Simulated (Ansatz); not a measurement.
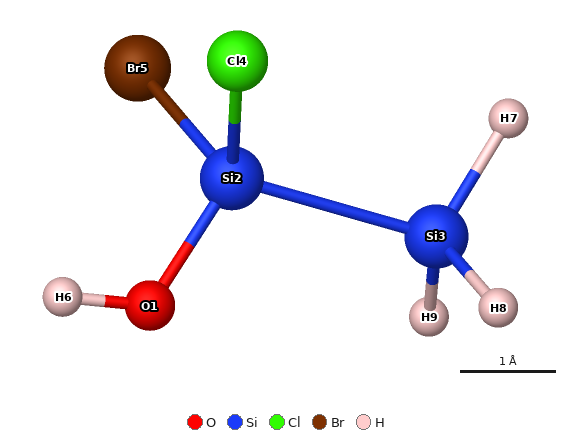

The structure as given in the input (ball-and-stick view, seen at a tilt; atoms are numbered from 1 in the order of the input). Bond lengths as drawn: Br–Si 2.23 Å, Cl–Si 2.06 Å, H–O 0.96 Å, H–Si 1.48 to 1.49 Å, O–Si 1.63 Å and Si–Si 2.33 Å.

## Two runs on Si2H4BrClO

System: Si2H4BrClO, SMILES O[Si]([SiH3])(Cl)Br.
Method of the first run: RKS PBE-QIDH (frozen core)/def2-TZVPP (Ansatz 0.2.0).

The geometry comes from this level: PBE0-D4/def2-TZVP. Text and figures count atoms from 1; the logs count them from 0 in places.

**Input, the first run**
```yaml
crystal:
  periodic: [false, false, false]
  atoms:
    - {symbol: O, position_ang: [-1.878966, -0.446711, 0.158421]}
    - {symbol: Si, position_ang: [-0.504840, 0.348341, 0.519946]}
    - {symbol: Si, position_ang: [1.229538, -0.480161, -0.795265]}
    - {symbol: Cl, position_ang: [-0.066704, 0.133381, 2.516652]}
    - {symbol: Br, position_ang: [-0.771938, 2.528733, 0.163952]}
    - {symbol: H, position_ang: [-2.691713, -0.197955, 0.605090]}
    - {symbol: H, position_ang: [2.464817, 0.259394, -0.435004]}
    - {symbol: H, position_ang: [1.405836, -1.929579, -0.524162]}
    - {symbol: H, position_ang: [0.902472, -0.261642, -2.226729]}
basis:
  gaussian: {orbitals: def2-TZVPP}
hamiltonian: {xc: {name: PBE-QIDH}}
```

Hardware: 4 CPU threads, shared host.

**Output (the first run)**
```
Functional definition: PBE-QIDH
  parameter a = 3^(-1/3)
  parameter c = 1/3
  exchange = (1 - a)*pbe_x + a*exact_x
  correlation = (1 - c)*pbe_c + c*(mp2_os + mp2_ss)
1575 factors; integrals over basis functions are off by at most 1.1e-3 eV
mean field evaluation 1: about -100393.0334 eV, gradient 4.1e1 eV
mean field evaluation 2: about -100393.2850 eV, gradient 4.1e1 eV
mean field evaluation 4: about -100396.3121 eV, gradient 2.8e0 eV
mean field evaluation 8: about -100396.3473 eV, gradient 2.6e-1 eV
mean field evaluation 16: about -100396.3475 eV, gradient 1.1e-4 eV
mean field -100396.34751206 eV, -3689.4977199797 hartree, gradient 8.1e-6 eV, S^2 0.000000; 0 other end points of the search recorded, 0 dependent functions left out
25 core orbitals not correlated: weight in the atoms' cores, before any rotation towards them, 1.000 or more for the frozen orbitals, at most 0.000 for the correlated occupied ones
reference -100396.34752613 eV, -3689.4977204967 hartree; 21, 21 occupied and 215, 215 virtual orbitals, 1575 factors
second order -28.88682614 eV of doubles, -0.00000000 eV of singles
Total energy: -100405.97646817 eV, -3689.8515775902 hartree
```

For the second run the input was changed thus:
```diff
-hamiltonian: {xc: {name: PBE-QIDH}}
+hamiltonian: {xc: {name: B2PLYP}}
```

What does this change do to the results?

The total energies belong to different methods, so their difference says nothing on which is more stable or more accurate. The functional changes from PBE-QIDH to B2PLYP.

**Output (the second run)**
```
Functional definition: B2PLYP
  parameter a = 0.53
  parameter c = 0.27
  exchange = (1 - a)*b88_x + a*exact_x
  correlation = (1 - c)*lyp_c + c*(mp2_os + mp2_ss)
1575 factors; integrals over basis functions are off by at most 1.1e-3 eV
mean field evaluation 1: about -100408.5035 eV, gradient 4.6e1 eV
mean field evaluation 2: about -100408.7038 eV, gradient 4.6e1 eV
mean field evaluation 4: about -100412.2192 eV, gradient 3.6e0 eV
mean field evaluation 8: about -100412.2582 eV, gradient 7.5e-2 eV
mean field evaluation 16: about -100412.2582 eV, gradient 3.3e-5 eV
mean field -100412.25820443 eV, -3690.0824271396 hartree, gradient 9.2e-6 eV, S^2 0.000000; 0 other end points of the search recorded, 0 dependent functions left out
25 core orbitals not correlated: weight in the atoms' cores, before any rotation towards them, 1.000 or more for the frozen orbitals, at most 0.000 for the correlated occupied ones
reference -100412.25839757 eV, -3690.0824342374 hartree; 21, 21 occupied and 215, 215 virtual orbitals, 1575 factors
second order -31.02356039 eV of doubles, -0.00000000 eV of singles
Total energy: -100420.63475887 eV, -3690.3902598376 hartree
```

**The two runs side by side**

```csv
quantity,the first run,the second run
outcome,converged,converged
total energy (hartree),−3689.851578,−3690.390260
basis functions,261,261
wall time (shared host),27 s,21 s
```
